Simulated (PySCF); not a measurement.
Consider C6H3F3OSe (SMILES O=C(c1ccc[se]1)C(F)(F)F).

```xyz
14

O    -1.7404   -1.2981   -1.1396
C    -1.3774   -0.3886   -0.4351
C     0.0225   -0.1278   -0.1029
C     1.0554   -0.9230   -0.5563
C     2.3455   -0.5244   -0.1369
C     2.3569    0.5961    0.6572
Se    0.6710    1.2709    0.9566
C    -2.4393    0.5625    0.1622
F    -3.6517    0.2180   -0.2145
F    -2.2083    1.8213   -0.2285
F    -2.3814    0.5408    1.4985
H     0.8507   -1.7885   -1.1892
H     3.2562   -1.0566   -0.4161
H     3.2312    1.0810    1.0918
```

Geometry: PBE0-D3(BJ)/def2-SVP.

Method: B3LYP/def2-SVPD, SCF density, gas phase (PySCF 2.14.0).

**What will maps of the electron density and electron localisation function show?**

C–O (1.21 Å): the density is about 3.3 e/Å³ at the midpoint; the ELF peaks at about 0.85 between the atoms: a short, multiple covalent bond.
C–F (1.32 Å): the density is about 2.5 e/Å³ at the midpoint; the ELF peaks at about 0.85 between the atoms: a shared but strongly polarised pair.
C–C (1.37 Å): ρ at the midpoint is about 2.1 e/Å³; the ELF peaks at about 0.95 between the atoms; a covalent bond.
C–Se (1.84 Å): ρ at the midpoint is about 1.2 e/Å³; the ELF peaks at about 0.90 between the atoms: a covalent bond.

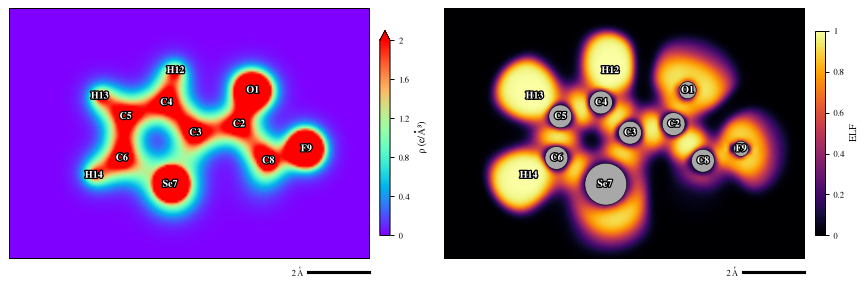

Computed electron density and electron localisation function on the plane of atoms C3, C4 and H12, in this order. Grey discs cover the atomic cores in the ELF map. 
